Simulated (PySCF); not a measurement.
# C₄H₆B₂O: electronic excitations and core binding energies

Wanted: the electronic excitations and core binding energies of C₄H₆B₂O (`BOBC#CC=C`), by calculation.

Computed with PySCF 2.14.0, with density-fitted response routines of our own, on a single molecule in the gas phase. Atoms are numbered from 0 throughout.

### Step 1. The molecule as given

13 atoms, charge 0, multiplicity 1; geometry from: GFN2-xTB.

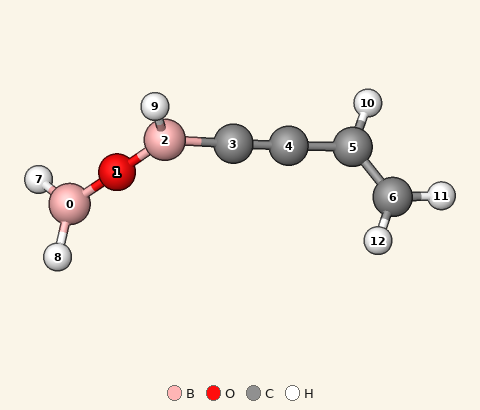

The starting geometry (boron pink, oxygen red, carbon grey, hydrogen white), atoms numbered.

### Step 2. Ultraviolet spectrum: wB97X-D/def2-SVPD

The job: settings as JSON, then the geometry in Å.

```
{"job": {"kind": "uv", "xc": "wB97X-D", "basis": "def2-SVPD", "nstates": 8, "ntriplets": 3}, "charge": 0, "multiplicity": 1}
B      3.071234     1.606772     0.227427
O      2.252287     0.707098     0.665943
B      1.430705    -0.206341     1.102336
C      0.143429    -0.537511     0.357010
C     -0.890030    -0.825040    -0.205916
C     -2.081367    -1.184321    -0.867457
C     -3.173590    -0.427981    -0.887587
H      3.938281     1.293389    -0.511495
H      2.949205     2.728126     0.578537
H      1.685435    -0.793190     2.097714
H     -2.055088    -2.145423    -1.368355
H     -4.066445    -0.741373    -1.400888
H     -3.208446     0.526280    -0.388741
```

Method: TDDFT wB97X-D/def2-SVPD, vertical, gas phase, core orbitals frozen in the response.

**Question.** This job is followed by: delta-SCF UKS SCAN, pcX-2 on the ionised atom, pcseg-1 elsewhere, spin-free X2C. What will the session give for the following? lowest singlet (wB97X-D/def2-SVPD); brightest single state of those computed; lowest triplet; C1s binding energies, SCAN/pcX-2 (standing for 2 of 4 atoms); O1s binding energies, SCAN/pcX-2; B1s binding energies, SCAN/pcX-2 (standing for 1 of 2 atoms).

**Answer**, as computed:

| quantity | value |
| --- | --- |
| lowest singlet (wB97X-D/def2-SVPD) | 4.58 eV (271 nm), f = 0.025 |
| brightest single state of those computed | state 5, 6.52 eV, f = 0.896 |
| lowest triplet | 3.48 eV |
| C1s binding energies, SCAN/pcX-2 (standing for 2 of 4 atoms) | C6 290.29, C3 289.68 eV |
| O1s binding energies, SCAN/pcX-2 | O1 539.46 eV |
| B1s binding energies, SCAN/pcX-2 (standing for 1 of 2 atoms) | B2 196.76 eV |

What this shows: The lowest singlet, at 4.58 eV, is HOMO→LUMO 0.71, HOMO→LUMO+1 0.17 and is weak; of the 8 states computed, the strongest absorption comes from state 5 at 6.52 eV. The lowest triplet lies 1.10 eV below the lowest singlet (triplets in Tamm-Dancoff, singlets in full TDDFT). The C1s levels kept as sound span 0.62 eV, from C3 (alkyne carbon) up to C6 (terminal =CH2 carbon). Only 2 of the 4 C atoms are covered by sound results.
